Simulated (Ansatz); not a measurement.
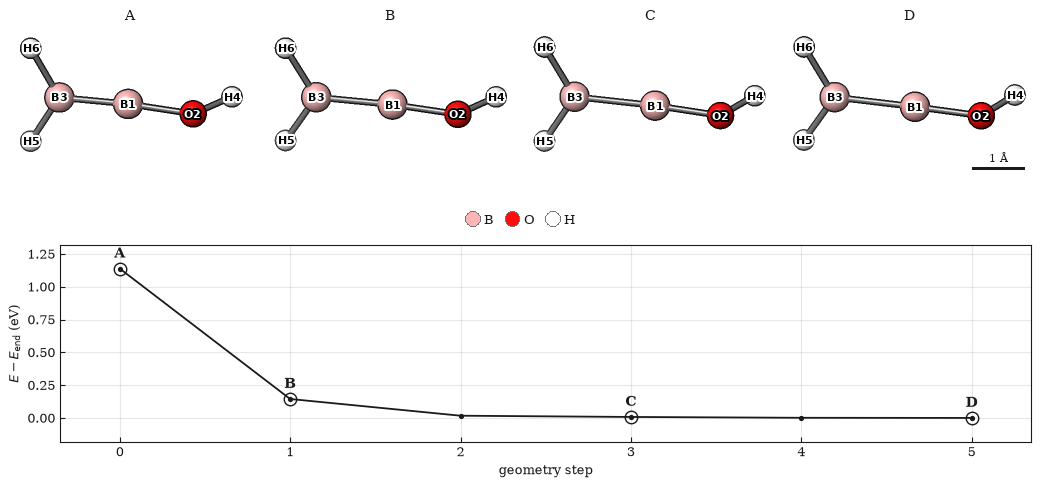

Frames of a relaxation of B₂H₃O (multiplicity 2), marked on the history of the run. Style: ball-and-stick. Shown at a tilt.

It is one of the separated reactants of a reaction.

These are results of UKS PBE-D4/def2-SVP in Ansatz 0.2.0, not measurements.

Input file:
```yaml
crystal:
  periodic: [false, false, false]
  atoms:
    - {symbol: B, position_ang: [-0.284349, -0.114354, -0.076918]}
    - {symbol: O, position_ang: [-1.310213, -0.860668, -0.381091]}
    - {symbol: B, position_ang: [0.686134, 0.765903, 0.225805]}
    - {symbol: H, position_ang: [-1.282688, -1.827444, -0.455161]}
    - {symbol: H, position_ang: [1.333299, 1.218813, -0.670979]}
    - {symbol: H, position_ang: [0.851323, 1.045854, 1.375820]}
basis:
  gaussian: {orbitals: def2-SVP}
magnetization: {spin_polarized: true, initial_magnetization: 1}
hamiltonian: {xc: pbe, dispersion: d4}
relax: {f_tol: 0.03, max_steps: 250}
```

Run as
```bash
ansatz run in.yaml --threads 2 --pin off --events-out ev --progress --plain --max-ram 4352MiB
```

Q: Describe the path.

A: After 5 geometry steps the energy has fallen by 1.138 eV. Largest force component: 7.5 eV/Å at the start, 0.026 eV/Å at the end. The largest move after the best rigid fit is that of O2, 0.17 Å. Largest moves by element: O 0.17 Å, B 0.17 Å, H 0.14 Å. Among the contacts that change: B1–B3 1.345 → 1.587 Å, B3–H5 1.195 → 1.218 Å, B1–O2 1.305 → 1.317 Å, O2–H4 0.970 → 0.978 Å. Among the angles between lasting bonds that change: B1–O2–H4 124.4° → 117.3°, O2–B1–B3 174.0° → 178.4°, H5–B3–H6 124.0° → 120.4°. The run took 5.5 s on 2 threads of Intel Xeon, with other jobs on the host. From step 0 to 1: H atoms move most (0.10 Å), energy −0.993 eV. From step 1 to 3: O2 moves most (0.06 Å), energy −0.137 eV. From step 3 to 5: B1 moves most (0.04 Å), energy −0.008 eV.
